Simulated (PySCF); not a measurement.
**C₂H₅FO, SMILES `COCF`: what the electrons do**

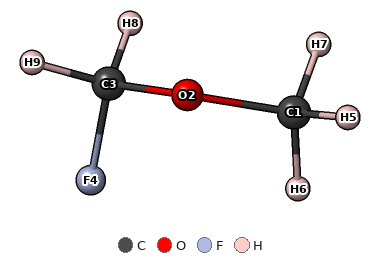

The molecule, with its atoms numbered as below. No frequency check shows the geometry to be a minimum.

Geometry (Å), atoms numbered from 1:

```
C1       1.4651   -0.3875   -0.1033
O2       0.5433    0.5902    0.3511
C3      -0.6803    0.5252   -0.2438
F4      -1.3650   -0.6142    0.1275
H5       2.3941   -0.1972    0.4278
H6       1.1097   -1.3960    0.1242
H7       1.6264   -0.2942   -1.1829
H8      -0.6286    0.4889   -1.3464
H9      -1.2723    1.3782    0.1036
```

## 1. Bonding charge

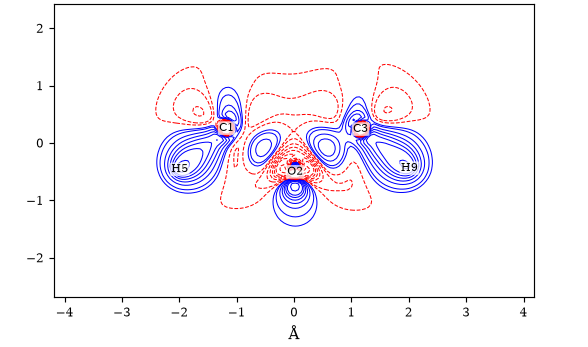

Deformation density (molecule less spherical, spin-averaged free atoms) in the plane of C1, O2, C3, H5 and H9; contours at ±0.05 to ±0.8 e/Å³; solid blue lines: gain, dashed red lines: loss.

Method: r2SCAN/6-31G*; geometry: GFN2-xTB; program: PySCF.

**Describe the bonding that the map shows.**

C3–H9: +0.75 e/Å³ at the bond critical point (bond length 1.09 Å, Mayer order 0.9). C1–H5: +0.68 e/Å³ at the bond critical point (bond length 1.09 Å, Mayer order 0.9). O2–C3: +0.21 e/Å³ at the bond critical point (bond length 1.36 Å, Mayer order 1.0). C1–O2: +0.05 e/Å³ at the bond critical point (bond length 1.42 Å, Mayer order 0.9); up to 0.6 Å beside the axis the gain reaches +0.26 e/Å³. In all, 1.8 electrons gather in the regions of gain relative to the promolecule. A small or negative value marks a very polar bond, one between electron-rich atoms, whose free-atom densities already overlap strongly, a long bond to a heavier atom, or a closed-shell contact such as a hydrogen bond.

**Where do the Hirshfeld charges lie?**

The highest Hirshfeld charge is on C3 (+0.10 e), the lowest on O2 (−0.15 e).

## 2. Electrostatic potential

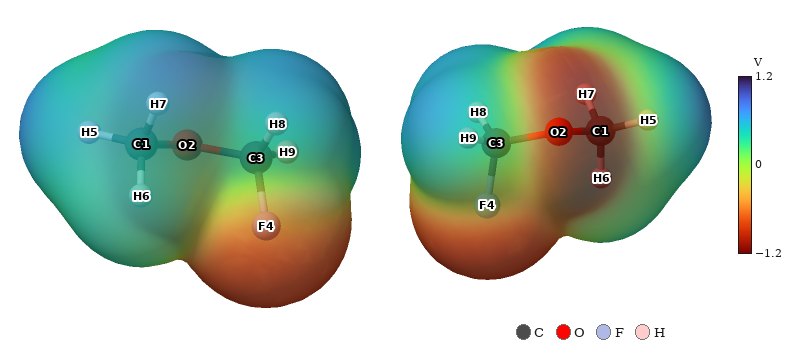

Electrostatic potential on the surface of electron density 0.001 a.u. (back view left, front view right).

**Where are the extremes of the potential on the surface?**

Highest: 0.69 V, 1.3 Å from H5. Lowest: −1.12 V, 1.7 Å from O2. The surface is sampled at points, so like sites can differ by a few per cent and only the strongest of them is named.

## 3. Removing or adding an electron

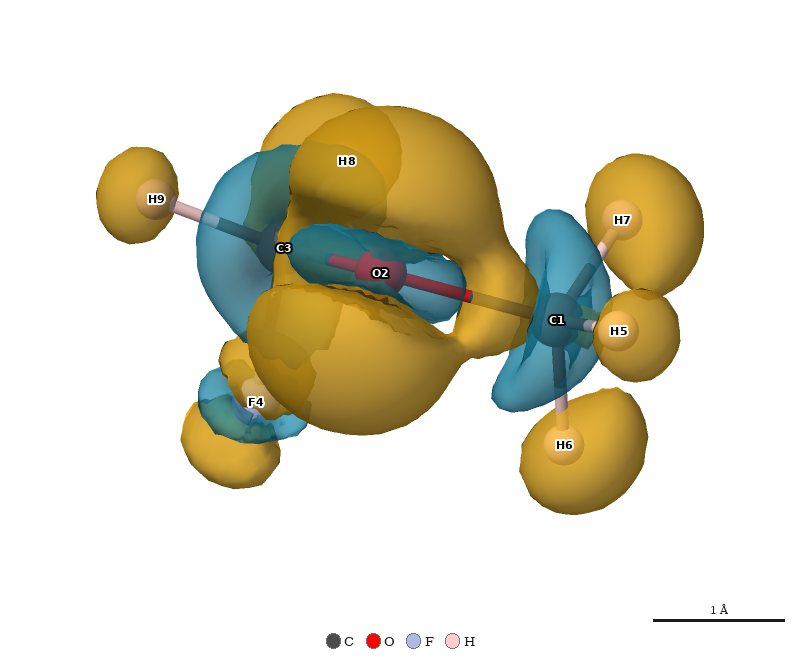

Fukui function f⁻ = ρ(N) − ρ(N−1) at fixed geometry, surfaces at ±0.04 e/Å³ (yellow positive, teal negative).

Level of theory: HF/def2-TZVP (PySCF), at a geometry from GFN2-xTB.

**Which atoms respond most to the removal of an electron?**

f⁻ (Hirshfeld-condensed) is largest on O2 (0.43); the vertical ionisation energy is 9.95 eV (the stability of the cation's solution wasn't checked). Condensed values hint at sites of electrophilic attack but needn't mark the atom that reacts. Orbital relaxation makes it negative in places (0.35 e in all).

| atom | f⁻ | charge |
| --- | --- | --- |
| C1 | +0.09 | +0.01 |
| O2 | +0.43 | −0.22 |
| C3 | +0.07 | +0.14 |
| F4 | +0.09 | −0.18 |
| H5 | +0.05 | +0.05 |
| H6 | +0.07 | +0.04 |
| H7 | +0.08 | +0.04 |
| H8 | +0.07 | +0.05 |
| H9 | +0.05 | +0.06 |

## 4. Localised orbitals

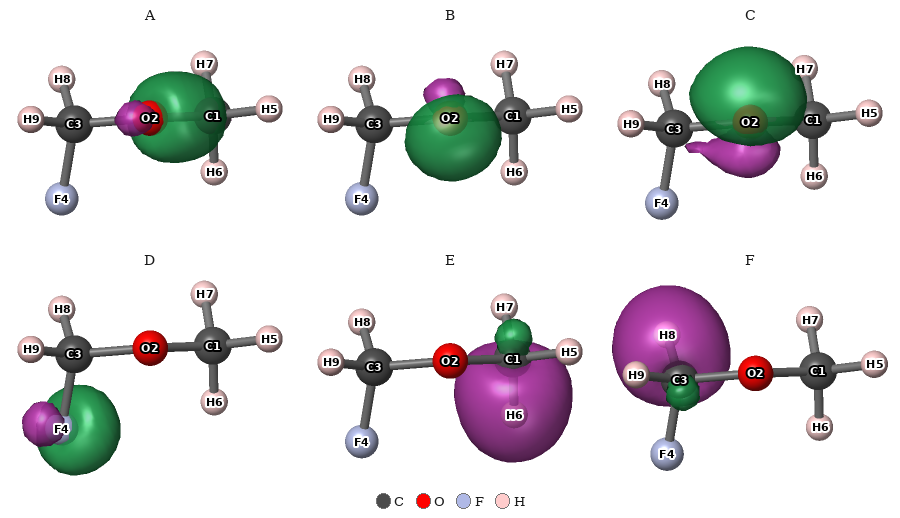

Foster–Boys orbitals, occupied; each surface holds about 80 % of the orbital's density. Energies are diagonal elements of the Fock matrix.

Computed with PySCF, BP86/6-31+G*, geometry: GFN2-xTB.

**Identify each orbital.**

By panel:
- A: σ bond O2–C1 (O2 63 %, C1 36 %; −17.8 eV)
- B: lone pair on O2 (sp2.3-type) (O2 95 %; −11.5 eV)
- C: lone pair on O2 (sp2.7-type) (O2 94 %, C3 4 %; −11.5 eV)
- D: lone pair on F4 (sp2.7-type) (F4 98 %; −14.3 eV)
- E: σ bond C1–H6 (C1 56 %, H6 44 %; −12.2 eV)
- F: σ bond C3–H8 (C3 54 %, H8 45 %; −12.7 eV)

**How do all the valence pairs divide up?**

13 pairs: 8 σ bonds and 5 lone pairs.

The PySCF runs shown took 11 s, 12 s and 9.2 s on 1 thread of Arm Neoverse V1, on a shared host.
